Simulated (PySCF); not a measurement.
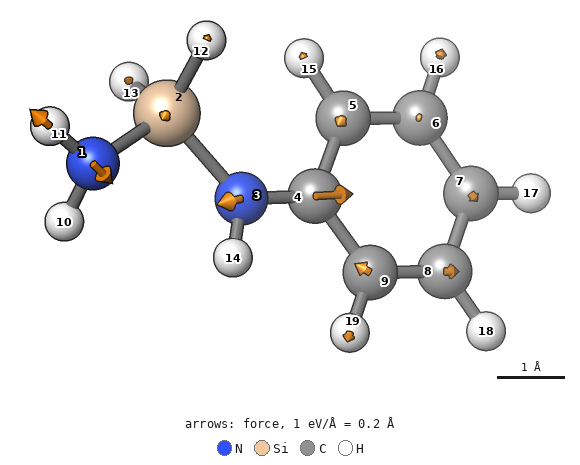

Starting geometry of C6H10N2Si with the computed forces as orange arrows. Style: ball-and-stick. Shown at a tilt.

The start comes from GFN2-xTB. Its atoms were then displaced at random by about 0.01 Å.

Level of theory: PySCF 2.14.0, density-fitted response routines, PBE0-D3(BJ)/def2-SVP geometry optimisation, gas phase. 

### What follows when this structure is relaxed?

It isn't relaxed: the largest force vector, on C4, is 3.62 eV/Å. The final displacements have little in common with the starting forces (cosine between the two patterns 0.07). Over 12 geometry steps the energy falls by 30.7 kJ/mol. H10 moves most after the best rigid fit: 0.57 Å. By element the largest moves are H 0.57 Å, N 0.29 Å, C 0.13 Å, Si 0.10 Å. Near-neighbour distances that change, for instance: N3–C4 1.322 → 1.385 Å, N1–H11 0.970 → 1.012 Å, C8–C9 1.361 → 1.390 Å, Si2–H12 1.470 → 1.496 Å. Bond angles that change, for instance: Si2–N1–H10 116.8° → 121.5°, H12–Si2–H13 112.3° → 108.2°, N1–Si2–N3 103.0° → 105.9°. Groups turn about N1–Si2 by about 25°.
